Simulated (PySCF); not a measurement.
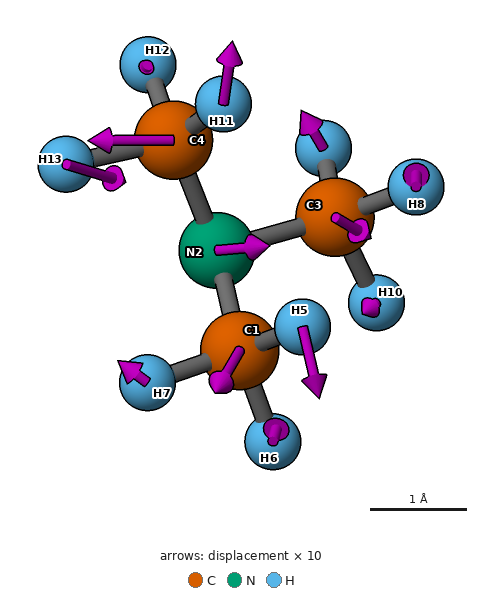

A relaxation of C3H9N. The starting structure is drawn; purple arrows show the displacements, 10 times their true length. The two geometries are superimposed by the best rigid fit.

Style: ball-and-stick. Shown from a free direction.

The start comes from MMFF94s. Its atoms were then displaced at random by about 0.03 Å.

Method: PBE0-D3(BJ)/def2-SVP geometry optimisation, gas phase in PySCF. 

### What happened in the run?

The energy falls by 22.3 kcal/mol in 8 geometry steps. The largest move after the best rigid fit is that of an H atom, 0.11 Å. Largest moves by element: H 0.11 Å, C 0.09 Å, N 0.07 Å. Some distances before and after: C–H 1.278 → 1.101 Å, C–H 1.033 → 1.116 Å, C–H 1.163 → 1.101 Å, C–N 1.394 → 1.438 Å. Bond angles that change, for instance: H–C–H 99.4° → 107.7°, N–C–H 118.3° → 110.2°, H–C–H 100.3° → 107.7°. The run took 25 s on 1 thread of Arm Neoverse V1, on a shared host.
